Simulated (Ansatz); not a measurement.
# What a change does: single-point calculation on C$_{4}$H$_{4}$F$_{2}$

System: C$_{4}$H$_{4}$F$_{2}$, SMILES CC#CC(F)F.
Method of the first run: RKS PBE0-D4/def2-SVP (Ansatz 0.2.0).

Text and figures count atoms from 1; the logs count them from 0 in places.

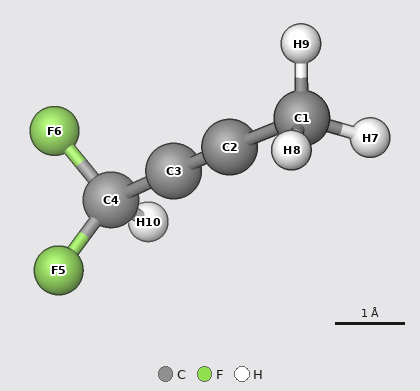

Fig. 1: The structure (ball-and-stick view, seen at a tilt; atoms are numbered from 1 in the order of the input). Bond lengths as drawn: C–C 1.25 to 1.49 Å, C–F 1.35 Å and C–H 1.10 to 1.11 Å.

**Input file, the first run**
```yaml
crystal:
  periodic: [false, false, false]
  atoms:
    - { symbol: C, position_ang: [-0.427754, -1.661026, 1.249468] }
    - { symbol: C, position_ang: [-0.132226, -0.496534, 0.367321] }
    - { symbol: C, position_ang: [0.209951, 0.464613, -0.35575] }
    - { symbol: C, position_ang: [0.662205, 1.568332, -1.20143] }
    - { symbol: F, position_ang: [-0.019448, 1.589878, -2.368226] }
    - { symbol: F, position_ang: [0.463199, 2.755892, -0.587717] }
    - { symbol: H, position_ang: [0.41888, -2.364095, 1.274141] }
    - { symbol: H, position_ang: [-1.314714, -2.206543, 0.892421] }
    - { symbol: H, position_ang: [-0.62556, -1.328903, 2.280197] }
    - { symbol: H, position_ang: [1.738418, 1.482878, -1.437199] }
basis:
  gaussian: { orbitals: def2-SVP }
hamiltonian:
  xc: pbe0
  dispersion: d4
output:
  forces: true
```

Command:
```bash
ansatz run input.yaml --threads 1 --pin off --max-ram 2560MiB --backend cpu --events-out ev --progress --plain --runs-dir out
```

Hardware: 1 thread of Arm Neoverse V2, 112 GiB of memory available, shared host.

**Output (the first run)**
```
Engine: ansatz 0.2.0, aarch64-unknown-linux-gnu
Functional definition: PBE0
  parameter a = 0.25
  parameter kappa = 0.804
  parameter beta = 0.06672455060314922
  exchange = (1 - a)*pbe_x(kappa = kappa, mu = beta*pi^2/3) + a*exact_x
  correlation = pbe_c(beta = beta)
1051 factors; integrals over basis functions are off by at most 1.5e-3 eV
mean field evaluation 1: about -9623.0730 eV, gradient 4.2e1 eV
mean field evaluation 2: about -9623.4560 eV, gradient 4.1e1 eV
mean field evaluation 4: about -9627.0250 eV, gradient 3.7e0 eV
mean field evaluation 8: about -9627.3457 eV, gradient 3.1e-1 eV
mean field evaluation 16: about -9627.3459 eV, gradient 8.3e-5 eV
mean field -9627.34587005 eV, -353.7984350748 hartree, gradient 2.7e-5 eV, S^2 0.000000; 0 other end points of the search recorded, 0 dependent functions left out
the calculation of the forces begins
reference -9627.34589286 eV, -353.7984359132 hartree; 23, 23 occupied and 81, 81 virtual orbitals, 1051 factors
Total energy: -9627.47348013 eV, -353.8031246590 hartree
Atom 0 at    -0.427754    -1.661026     1.249468 Å, force     0.058906     0.905036    -0.687101 eV/Å
Atom 1 at    -0.132226    -0.496534     0.367321 Å, force     1.077208     1.897692    -1.421896 eV/Å
Atom 2 at     0.209951     0.464613    -0.355750 Å, force    -1.120912    -2.989752     2.249093 eV/Å
Atom 3 at     0.662205     1.568332    -1.201430 Å, force    -0.073156     0.037914    -0.020592 eV/Å
Atom 4 at    -0.019448     1.589878    -2.368226 Å, force     0.008881     0.005573    -0.002999 eV/Å
Atom 5 at     0.463199     2.755892    -0.587717 Å, force     0.006920    -0.002435    -0.004645 eV/Å
Atom 6 at     0.418880    -2.364095     1.274141 Å, force     0.031586     0.073664    -0.067502 eV/Å
Atom 7 at    -1.314714    -2.206543     0.892421 Å, force     0.005025     0.033991    -0.019880 eV/Å
Atom 8 at    -0.625560    -1.328903     2.280197 Å, force     0.002812     0.055578    -0.035683 eV/Å
Atom 9 at     1.738418     1.482878    -1.437199 Å, force     0.002731    -0.017261     0.011206 eV/Å
Dipole moment:     0.158425    -0.532926     0.316634 e Å
```

For the second run the input was changed thus:
```diff
-    - { symbol: C, position_ang: [-0.427754, -1.661026, 1.249468] }
+    - { symbol: C, position_ang: [-0.196772, -1.535079, 1.154058] }
-    - { symbol: C, position_ang: [0.209951, 0.464613, -0.35575] }
-    - { symbol: C, position_ang: [0.662205, 1.568332, -1.20143] }
-    - { symbol: F, position_ang: [-0.019448, 1.589878, -2.368226] }
-    - { symbol: F, position_ang: [0.463199, 2.755892, -0.587717] }
-    - { symbol: H, position_ang: [0.41888, -2.364095, 1.274141] }
-    - { symbol: H, position_ang: [-1.314714, -2.206543, 0.892421] }
-    - { symbol: H, position_ang: [-0.62556, -1.328903, 2.280197] }
-    - { symbol: H, position_ang: [1.738418, 1.482878, -1.437199] }
+    - { symbol: C, position_ang: [0.308882, 0.277755, -0.214946] }
+    - { symbol: C, position_ang: [0.963971, 1.315105, -1.01035] }
+    - { symbol: F, position_ang: [0.397907, 1.411433, -2.233796] }
+    - { symbol: F, position_ang: [0.853339, 2.521224, -0.410695] }
+    - { symbol: H, position_ang: [0.726374, -2.132076, 1.098378] }
+    - { symbol: H, position_ang: [-1.040976, -2.184352, 0.87561] }
+    - { symbol: H, position_ang: [-0.338872, -1.223327, 2.20022] }
+    - { symbol: H, position_ang: [2.039186, 1.100706, -1.148438] }
```

What does this change do to the results?

With the same method and basis, the second run lies 52.2 kcal/mol higher. The largest force goes from 3.906 to 24.853 eV/Å.

**Output (the second run)**
```
Engine: ansatz 0.2.0, aarch64-unknown-linux-gnu
Functional definition: PBE0
  parameter a = 0.25
  parameter kappa = 0.804
  parameter beta = 0.06672455060314922
  exchange = (1 - a)*pbe_x(kappa = kappa, mu = beta*pi^2/3) + a*exact_x
  correlation = pbe_c(beta = beta)
1047 factors; integrals over basis functions are off by at most 1.3e-3 eV
mean field evaluation 1: about -9617.8525 eV, gradient 5.4e1 eV
mean field evaluation 2: about -9616.7948 eV, gradient 5.8e1 eV
mean field evaluation 4: about -9624.7160 eV, gradient 3.2e0 eV
mean field evaluation 8: about -9625.0745 eV, gradient 4.1e-1 eV
mean field evaluation 16: about -9625.0748 eV, gradient 1.2e-4 eV
mean field -9625.07484595 eV, -353.7149764785 hartree, gradient 5.0e-5 eV, S^2 0.000000; 0 other end points of the search recorded, 0 dependent functions left out
the calculation of the forces begins
reference -9625.07486747 eV, -353.7149772694 hartree; 23, 23 occupied and 81, 81 virtual orbitals, 1047 factors
Total energy: -9625.21026473 eV, -353.7199530268 hartree
Atom 0 at    -0.196772    -1.535079     1.154058 Å, force    -1.669356    -6.257079     4.647038 eV/Å
Atom 1 at    -0.132226    -0.496534     0.367321 Å, force    -7.249787   -11.509976     8.691628 eV/Å
Atom 2 at     0.308882     0.277755    -0.214946 Å, force     9.264319    18.417306   -13.878975 eV/Å
Atom 3 at     0.963971     1.315105    -1.010350 Å, force    -0.214148    -0.036073     0.033982 eV/Å
Atom 4 at     0.397907     1.411433    -2.233796 Å, force     0.016243     0.020842    -0.052003 eV/Å
Atom 5 at     0.853339     2.521224    -0.410695 Å, force     0.024797     0.042257     0.004033 eV/Å
Atom 6 at     0.726374    -2.132076     1.098378 Å, force    -0.059510    -0.080248     0.067446 eV/Å
Atom 7 at    -1.040976    -2.184352     0.875610 Å, force    -0.036045    -0.348297     0.332062 eV/Å
Atom 8 at    -0.338872    -1.223327     2.200220 Å, force    -0.076096    -0.247715     0.150831 eV/Å
Atom 9 at     2.039186     1.100706    -1.148438 Å, force    -0.000416    -0.001018     0.003959 eV/Å
Dipole moment:     0.175545    -0.500663     0.295826 e Å
```

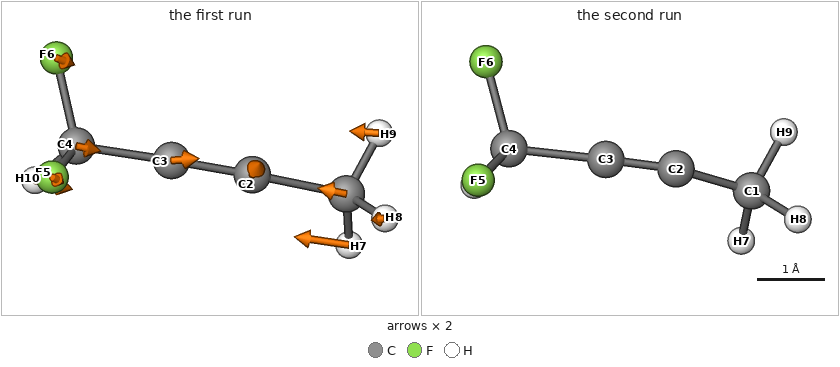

Fig. 2: The two input geometries at one scale (ball-and-stick view, seen at a tilt). The orange arrows on the first give the shifts of the atoms after the best rigid fit, magnified 2 times. The atom that moves furthest after the best rigid fit is H7 (0.43 Å). By element the largest moves are H 0.43 Å, C 0.25 Å, F 0.18 Å. Among the contacts that change: C2–C3 1.250 → 1.064 Å, C1–C2 1.490 → 1.304 Å.

**The two runs side by side**

| quantity | the first run | the second run |
| --- | --- | --- |
| outcome | converged | converged |
| total energy (hartree) | −353.803125 | −353.719953 |
| largest force (eV/Å) | 3.906 | 24.853 |
| basis functions | 104 | 104 |
| wall time (shared host) | 3.7 s | 3.5 s |
